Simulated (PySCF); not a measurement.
# SiHF2 (SMILES F[SiH]F) at UCCSD(T)/STO-3G

Aim: the vertical ionisation energy of SiHF2 at UCCSD(T)/STO-3G, from 2 runs. 

The calculation is run with PySCF 2.14.0.

4 further runs of the same task are left out: 4 set aside as unsound or not needed.

## Step 1: Starting point

SiHF2: 4 atoms, total charge 0, spin state doublet. As SMILES, `F[SiH]F`. The coordinates come from a GFN2-xTB relaxation.

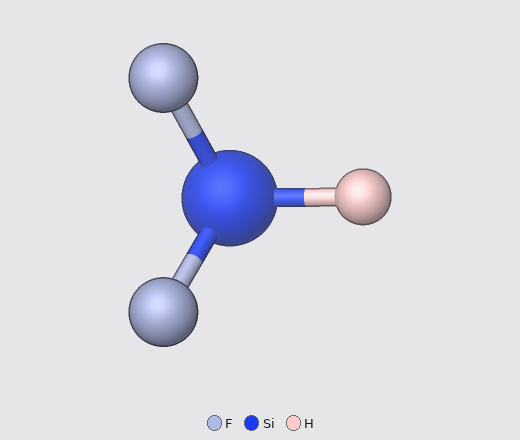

Viewed from a chosen angle; fluorine light blue, silicon blue, hydrogen pink.

## Step 2: A single-point energy at UCCSD(T)/STO-3G

Input file run.py:

```python
# F[SiH]F
from pyscf import gto, cc

mol = gto.M(
    atom='''
F    1.226950   0.652980  -0.410280
Si  -0.028060  -0.342890  -0.301090
F   -1.234200   0.716240  -0.252780
H    0.035310  -1.026330   0.964150
''',
    verbose=3,
    max_memory=1860,
    basis='sto-3g',
    spin=1,
)

myscf = mol.UHF()
myscf.conv_tol = 1e-10
myscf.kernel()
if not myscf.converged:
    myscf = myscf.newton().run(myscf.mo_coeff, myscf.mo_occ)

mycc = cc.CCSD(myscf, frozen=7)
mycc.kernel()
e_t = mycc.ccsd_t()
energy = mycc.e_tot + e_t
print(f'total energy: {energy:.8f} hartree')
```

Launch:

```sh
$ OMP_NUM_THREADS=1 python run.py
```

The log of the run:

```text
converged SCF energy = -482.238454746557  <S^2> = 0.75454879  2S+1 = 2.0045436
E(UCCSD) = -482.3140097688939  E_corr = -0.0755550223373176
UCCSD(T) correction = -0.00456668362646506
total energy: -482.31857645 hartree
```

It took 0.9 s on 1 thread of Arm Neoverse V1, shared host; peak memory 0.12 GiB.

## Step 3: The singlet cation at the same level

Input file run.py:

```python
from pyscf import gto, cc

mol = gto.Mole()
mol.atom = 'F 1.226950 0.652980 -0.410280; Si -0.028060 -0.342890 -0.301090; F -1.234200 0.716240 -0.252780; H 0.035310 -1.026330 0.964150'
mol.max_memory = 1860
mol.charge = 1
mol.verbose = 3
mol.basis = 'sto-3g'
mol.build()

myscf = mol.RHF()
myscf.conv_tol = 1e-10
myscf.kernel()
if not myscf.converged:
    myscf = myscf.newton().run(myscf.mo_coeff, myscf.mo_occ)

mycc = cc.CCSD(myscf, frozen=7)
mycc.kernel()
e_t = mycc.ccsd_t()
e_tot = mycc.e_tot + e_t
print('Final energy', e_tot)
```

Launch:

```sh
$ OMP_NUM_THREADS=1 python run.py
```

The log of the run:

```text
converged SCF energy = -481.999368948576
E(CCSD) = -482.1208260392941  E_corr = -0.1214570907184777
CCSD(T) correction = -0.0132572517702817
Final energy -482.1340832910643
```

Run time: 0.86 s. Hardware: 1 thread of Arm Neoverse V1, shared host; peak memory 0.12 GiB.

## Step 4: Results

Level: UCCSD(T)/STO-3G, 7 core orbitals frozen.

| quantity | value |
| --- | --- |
| doublet SiHF2: total energy | -482.31858 Eh |
| doublet SiHF2: dipole moment (Hartree–Fock density) | 1.97 D |
| doublet SiHF2: HOMO energy (Hartree–Fock orbitals) (highest over α and β) | -6.83 eV |
| doublet SiHF2: LUMO energy (Hartree–Fock orbitals) (lowest over α and β) | 5.38 eV |
| doublet SiHF2: correlation energy (7 core orbitals frozen) | -80.1 mEh |
| doublet SiHF2: (T) correction | -4.57 mEh |
| doublet SiHF2: ⟨S²⟩ of the reference determinant | 0.755 |
| doublet SiHF2: T1 diagnostic | 0.016 |
| singlet cation: total energy | -482.13408 Eh |
| singlet cation: HOMO energy (Hartree–Fock orbitals) | -19.79 eV |
| singlet cation: LUMO energy (Hartree–Fock orbitals) | -6.09 eV |
| singlet cation: HOMO–LUMO gap (Hartree–Fock orbitals) | 13.70 eV |
| singlet cation: correlation energy (7 core orbitals frozen) | -134.7 mEh |
| singlet cation: (T) correction | -13.26 mEh |
| singlet cation: T1 diagnostic | 0.033 |
| vertical ionisation energy (to the singlet cation) | 5.020 eV |

**Reading.** The vertical ionisation energy comes to 5.02 eV (116 kcal/mol). Only the singlet of the ionised species was computed; a triplet could lie lower. In a minimal basis such a difference can be off by several eV, whatever the method. Mulliken charges (doublet SiHF2) of the mean-field density run from -0.33 on F1 to +0.84 on Si2; they depend strongly on the basis. The triples (doublet SiHF2) make up 5.7 % of the correlation energy. The T1 diagnostic (singlet cation) of 0.033 is above the customary mark for such species, so a single reference may not serve.
